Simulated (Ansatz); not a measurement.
## TiAl: pressure series

The parent structure is TiAl (space group P4/mmm, No. 123).

```
TiAl
1.0
    2.82426     0.00000     0.00000
    0.00000     2.82426     0.00000
    0.00000     0.00000     4.07079
Al Ti
1 1
Direct
  0.50000   0.50000   0.50000
  0.00000   0.00000   0.00000
```

Cell and atoms are relaxed at each pressure.

Computed with DFT with PBE, PAW potentials and a 420 eV plane-wave cutoff in Ansatz (a first-principles code), no SOC.

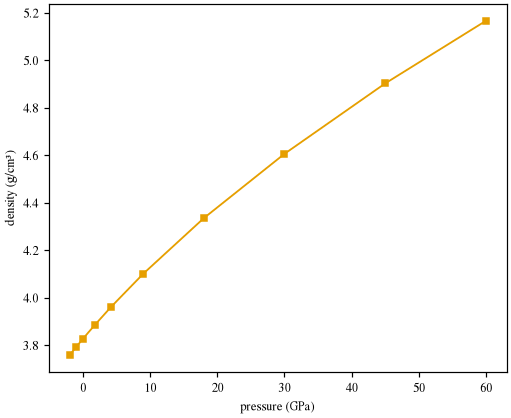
Figure. Density against pressure

```json
[
 {"pressure (GPa)": "-2", "density": "3.76 g/cm³"},
 {"pressure (GPa)": "-1", "density": "3.79 g/cm³"},
 {"pressure (GPa)": "1.8", "density": "3.89 g/cm³"},
 {"pressure (GPa)": "4.2", "density": "3.96 g/cm³"},
 {"pressure (GPa)": "9", "density": "4.10 g/cm³"},
 {"pressure (GPa)": "18", "density": "4.34 g/cm³"},
 {"pressure (GPa)": "30", "density": "4.61 g/cm³"},
 {"pressure (GPa)": "45", "density": "4.90 g/cm³"},
 {"pressure (GPa)": "60", "density": "5.17 g/cm³"}
]
```

Load acts through the strain it causes; cell and atoms are relaxed under it. No phonon test of stability was made. Competing high-pressure phases were not computed. All final runs are without spin polarisation.
